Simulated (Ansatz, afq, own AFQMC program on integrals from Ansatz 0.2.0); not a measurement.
# HBr (singlet): quantum Monte Carlo beside coupled cluster at distance Br1–H2 = 1.715 Å, cc-pVDZ, part 2 of 2

Ansatz 0.2.0, Gaussian basis, and an in-house AFQMC program (afq) on its integrals; all values are calculated; cc-pVDZ, frozen cores.

### Step 13. Phaseless AFQMC, CISD trial on RHF

It reads the integrals that the CCSD(T) run on this determinant wrote.

On the command line:

```sh
$ afq ham --method phaseless --trial cisd --walkers 4000 --populations 20 --least-time 60 --time-step 0.005 --steps-per-block 50 --equilibration-blocks 28 --max-blocks 4000 --target-error 0.00017 --factor-cut 1e-05 --seed 4372 --release-times 0.24,0.51,0.99,1.62,2.4 --release-step 0.03 --release-every 3 --taylor-order 6
```

The program printed:

```text
orbitals 18  electrons 4 4  factors 116 of 363
reference energy -2572.93943236 Eh
CCSD correlation -0.14603402 Eh in 8 cycles, weight of the determinant in the CISD state 0.9240
energy of the start -2573.085477 Eh
 block  time / (1/Eh)  mean weight  energy / Eh
     1     0.250  1.0000  -2573.084285
     2     0.500  1.0001  -2573.084956
     3     0.750  0.9998  -2573.085912
     4     1.000  1.0000  -2573.086809
     5     1.250  1.0000  -2573.087466
     6     1.500  0.9997  -2573.087784
     7     1.750  1.0000  -2573.087771
     8     2.000  1.0001  -2573.087758
     9     2.250  1.0000  -2573.087933
    10     2.500  0.9999  -2573.087832
    11     2.750  1.0000  -2573.088093
    12     3.000  1.0002  -2573.088066
    13     3.250  0.9999  -2573.088352
    14     3.500  1.0001  -2573.088968
    15     3.750  1.0001  -2573.089008
    16     4.000  0.9999  -2573.088748
    17     4.250  1.0000  -2573.088439
    18     4.500  0.9998  -2573.088373
    19     4.750  0.9999  -2573.088622
    20     5.000  1.0001  -2573.088301
    21     5.250  1.0002  -2573.088016
    22     5.500  0.9999  -2573.088302
    23     5.750  1.0001  -2573.088381
    24     6.000  1.0001  -2573.088144
    25     6.250  0.9999  -2573.088156
    26     6.500  1.0001  -2573.087986
    27     6.750  0.9998  -2573.088363
    28     7.000  0.9999  -2573.088140
    29     7.250  1.0000  -2573.088439
    30     7.500  0.9999  -2573.088285
    31     7.750  1.0000  -2573.088365
    32     8.000  0.9999  -2573.088769
    33     8.250  0.9999  -2573.088668
    34     8.500  1.0001  -2573.088591
    35     8.750  0.9999  -2573.088276
    36     9.000  1.0000  -2573.088292
    37     9.250  1.0001  -2573.088379
    38     9.500  1.0000  -2573.088492
    39     9.750  1.0001  -2573.088432
    40    10.000  1.0001  -2573.088689
    41    10.250  1.0002  -2573.088978
    42    10.500  1.0000  -2573.089011
    43    10.750  1.0002  -2573.088421
    44    11.000  0.9999  -2573.088501
    45    11.250  1.0000  -2573.088616
    46    11.500  1.0000  -2573.088426
    47    11.750  1.0000  -2573.088669
    48    12.000  0.9999  -2573.088348
    49    12.250  1.0000  -2573.088339
    50    12.500  0.9999  -2573.088441
    51    12.750  0.9999  -2573.088198
    52    13.000  0.9999  -2573.088133
    53    13.250  1.0001  -2573.088390
    54    13.500  1.0001  -2573.088513
    55    13.750  0.9999  -2573.088242
    56    14.000  1.0001  -2573.088422
    57    14.250  0.9997  -2573.088091
    58    14.500  1.0000  -2573.088269
    59    14.750  1.0000  -2573.088086
    60    15.000  0.9998  -2573.088242
    61    15.250  1.0000  -2573.088206
    62    15.500  1.0000  -2573.088275
    63    15.750  1.0002  -2573.088142
    64    16.000  1.0000  -2573.088584
    65    16.250  1.0000  -2573.088096
    66    16.500  0.9999  -2573.088592
    67    16.750  1.0000  -2573.088322
    68    17.000  1.0000  -2573.088189
    69    17.250  0.9998  -2573.088126
    70    17.500  1.0001  -2573.088269
    71    17.750  0.9999  -2573.088301
    72    18.000  1.0001  -2573.088405
    73    18.250  0.9999  -2573.088406
    74    18.500  1.0000  -2573.087882
    75    18.750  0.9999  -2573.088063
    76    19.000  1.0000  -2573.088532
    77    19.250  1.0001  -2573.088440
    78    19.500  1.0001  -2573.088267
error from the spread of 20 populations
released: time / (1/Eh)  energy / Eh  error  mean overlap
  0.24  -2573.088433  0.000053  0.9992
  0.51  -2573.088508  0.000057  0.9985
  0.99  -2573.088549  0.000047  1.0004
  1.62  -2573.088550  0.000035  1.0029
  2.40  -2573.088535  0.000048  1.0023
energy -2573.088382 +/- 0.000052 Eh
```

Run time: 19 s. Hardware: 1 × NVIDIA H100 80GB HBM3 with 2 threads of AMD EPYC 7R13 (Zen 3), shared host; peak host memory 1.6 GiB.

Energy -70017.3018 ± 0.0014 eV. Caveats: constraint bias not in the error.

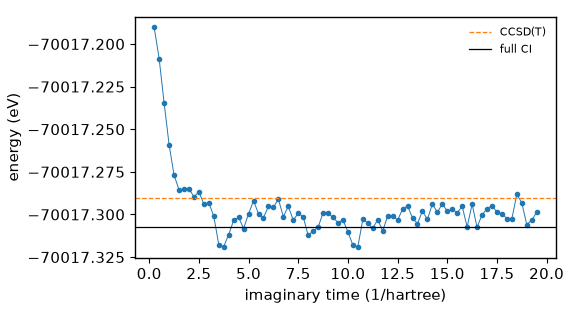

Block energies along the walk.

### Step 14. Free-projection AFQMC, CID trial on RHF (settings varied)

It reads the integrals that the CCSD(T) run on this determinant wrote.

On the command line:

```sh
$ afq ham --method free --trial cid --walkers 50 --time-step 0.08 --max-blocks 60 --target-error 0.00068 --factor-cut 1e-05 --seed 1591 --times 0.0,0.48,0.96,2.0,3.04,4.0 --taylor-order 8
```

The program printed:

```text
orbitals 18  electrons 4 4  factors 116 of 363
reference energy -2572.93943236 Eh
CCSD correlation -0.14603402 Eh in 8 cycles, weight of the determinant in the CISD state 0.9240
repeat  energy at the last time / Eh  error
    10  -2573.088281  0.000810
    20  -2573.089036  0.000493
    30  -2573.088798  0.000385
time / (1/Eh)  energy / Eh  error  mean overlap
  0.00  -2573.085756  0.000176  1.0821
  0.48  -2573.087677  0.000218  1.0974
  0.96  -2573.088325  0.000228  1.1081
  2.00  -2573.088726  0.000222  1.1043
  3.04  -2573.088279  0.000288  1.1335
  4.00  -2573.088765  0.000374  1.0909
energy -2573.088765 +/- 0.000374 Eh
```

Run time: 2.1 s. Hardware: 1 × NVIDIA H100 80GB HBM3 with 2 threads of AMD EPYC 7R13 (Zen 3), shared host; peak host memory 1.6 GiB.

Energy -70017.3122 ± 0.0102 eV. Caveats: remainder of the start not in the error.

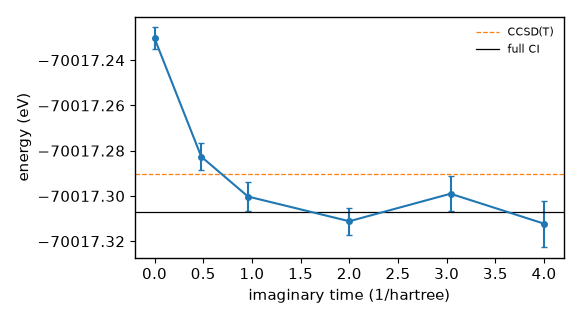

Energy against projection time, with error bars.

### Step 15. Phaseless AFQMC, CID trial on RHF (settings varied)

It reads the integrals that the CCSD(T) run on this determinant wrote.

On the command line:

```sh
$ afq ham --method phaseless --trial cid --walkers 80 --populations 1 --least-time 40 --time-step 0.02 --steps-per-block 5 --equilibration-blocks 60 --max-blocks 200 --target-error 0.00068 --factor-cut 0.001 --seed 3739 --taylor-order 6
```

The program printed:

```text
orbitals 18  electrons 4 4  factors 76 of 363
reference energy -2572.93943236 Eh
CCSD correlation -0.14602688 Eh in 8 cycles, weight of the determinant in the CISD state 0.9240
energy of the start -2573.085478 Eh
 block  time / (1/Eh)  mean weight  energy / Eh
     1     0.100  1.0007  -2573.084498
     2     0.200  1.0026  -2573.084009
     3     0.300  0.9996  -2573.083890
     4     0.400  0.9999  -2573.083939
     5     0.500  1.0006  -2573.084159
     6     0.600  0.9969  -2573.085060
     7     0.700  0.9972  -2573.085029
     8     0.800  0.9988  -2573.085508
     9     0.900  0.9987  -2573.085767
    10     1.000  1.0010  -2573.086286
    13     1.300  1.0070  -2573.085361
    19     1.900  0.9965  -2573.087166
    25     2.500  1.0052  -2573.088385
    31     3.100  1.0020  -2573.086441
    37     3.700  0.9960  -2573.087299
    43     4.300  1.0021  -2573.089080
    49     4.900  1.0005  -2573.091648
    55     5.500  1.0057  -2573.090899
    61     6.100  1.0008  -2573.087308
    67     6.700  0.9948  -2573.088085
    73     7.300  1.0037  -2573.087345
    79     7.900  0.9985  -2573.089191
    85     8.500  0.9957  -2573.088854
    91     9.100  1.0010  -2573.087982
    97     9.700  1.0024  -2573.092527
   103    10.300  1.0047  -2573.088206
   109    10.900  1.0027  -2573.089128
   115    11.500  0.9998  -2573.088988
   121    12.100  1.0013  -2573.089112
   127    12.700  0.9998  -2573.090781
   133    13.300  0.9985  -2573.093097
   139    13.900  1.0012  -2573.090125
   145    14.500  0.9903  -2573.087684
   151    15.100  0.9998  -2573.087109
   157    15.700  1.0013  -2573.087688
   163    16.300  0.9936  -2573.087657
   169    16.900  1.0052  -2573.089901
   175    17.500  0.9970  -2573.088605
   181    18.100  1.0051  -2573.088744
   187    18.700  1.0011  -2573.089571
   193    19.300  0.9981  -2573.089368
   199    19.900  1.0033  -2573.089982
   205    20.500  0.9973  -2573.089463
   211    21.100  0.9954  -2573.088023
   217    21.700  1.0044  -2573.089081
   223    22.300  0.9997  -2573.089026
   229    22.900  0.9965  -2573.087207
   235    23.500  0.9951  -2573.087851
   241    24.100  1.0049  -2573.087025
   247    24.700  0.9988  -2573.087896
   253    25.300  0.9997  -2573.088540
   259    25.900  0.9948  -2573.089821
blocks merged  error / Eh  count
     1  0.000090  200
     2  0.000116  100
     4  0.000146  50
     8  0.000182  25
    16  0.000186  12
energy -2573.088720 +/- 0.000182 Eh
```

Wall time 9.2 s (1 × NVIDIA H100 80GB HBM3 with 2 threads of AMD EPYC 7R13 (Zen 3), shared host); peak host memory 1.6 GiB.

Energy -70017.3110 ± 0.0050 eV. The run doesn't count as converged. Caveats: constraint bias not in the error; error not settled.

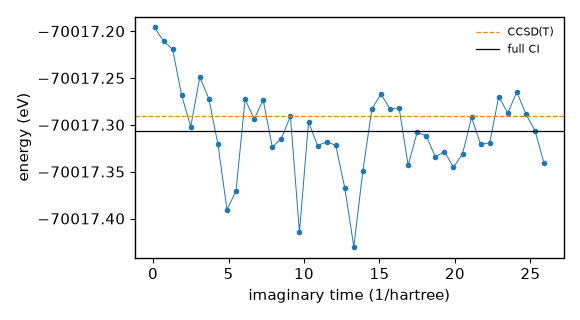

Block energies along the walk.

### Step 16. UHF

The input, in.yaml:

```yaml
crystal:
  periodic: [false, false, false]
  atoms:
    - {symbol: Br, position_ang: [0.000000, 0.000000, 0.000000]}
    - {symbol: H, position_ang: [0.000000, 0.000000, 1.715000]}
basis:
  gaussian: {orbitals: cc-pVDZ}
magnetization: {spin_polarized: true, initial_magnetization: 0}
hamiltonian: {xc: hf}
output: {orbitals: {seedname: orbitals}}
```

On the command line:

```sh
$ ansatz run in.yaml --threads 1 --pin off --events-out ev --progress --plain --max-ram 24576MiB --backend cuda --devices 0, --max-vram 18GiB
```

The program printed:

```text
Functional definition: HF
  name "HF"
  cite "Fock, Z. Phys. 61, 126 (1930) doi:10.1007/BF01340294"
  parent pbe
  exchange = exact_x
  correlation = 0
363 factors; integrals over basis functions are off by at most 8.3e-4 eV
mean field evaluation 1: about -70012.6901 eV, gradient 7.3e0 eV
mean field evaluation 2: about -70012.6902 eV, gradient 7.3e0 eV
mean field evaluation 4: about -70013.2418 eV, gradient 6.7e-1 eV
mean field evaluation 8: about -70013.2487 eV, gradient 6.7e-6 eV
mean field evaluation 16: about -70013.2358 eV, gradient 3.3e-1 eV
mean field -70013.24868143 eV, -2572.9394323582 hartree, gradient 3.8e-5 eV, S^2 0.000000; 0 other end points of the search recorded, 0 dependent functions left out
reference -70013.24868143 eV, -2572.9394323582 hartree; 18, 18 occupied and 14, 14 virtual orbitals, 363 factors
Total energy: -70013.24868143 eV, -2572.9394323582 hartree
```

It took 3.8 s on 1 × NVIDIA H100 80GB HBM3 with 1 thread of AMD EPYC 7R13 (Zen 3), shared host; peak host memory 1.6 GiB.

From the report: ⟨S²⟩ of the determinant 0.000 (pure singlet: 0.00).

### Step 17. AFQMC on the ladder

On the RHF determinant, counted from full CI (exact for this spin and basis):

```csv
level,energy (eV),from full CI (kJ/mol),statistical error (kJ/mol),time
HF,-70013.2487,+391.6,,
MP2,-70016.7441,+54.3,,
CCSD,-70017.2225,+8.2,,
CCSD(T),-70017.2905,+1.6,,
CCSDT(Q),-70017.3063,+0.1,,
CCSDTQ,-70017.3068,0.0,,
full CI,-70017.3071,0.0,,
"Phaseless AFQMC, CISD trial, step 0.005, 4000 walkers",-70017.3018,+0.5,0.1,19 s
"Free-projection AFQMC, CID trial, step 0.08, 50 walkers",-70017.3122,-0.5,1.0,2.1 s
```

The functionals' totals stand on their own zeros and serve differences with other points: PBE -70050.707 eV; r2SCAN -70060.797 eV; PBE0 -70053.091 eV; B3LYP -70062.105 eV; wB97M-V -70057.136 eV; B2PLYP -70049.382 eV.

### Step 18. Results

What follows sums up all 2 parts.

```
                                       quantity              value
                    CCSD(T) on RHF from full CI        +1.6 kJ/mol
Phaseless AFQMC, CISD trial on RHF from full CI  +0.5 ± 0.1 kJ/mol
```

On RHF the phaseless walk with the CISD trial lies +0.5 kJ/mol from full CI, 4 times its error bar: mostly the bias of the constraint. Error bars are statistical and leave out the constraint, the time step and what remains of the start.
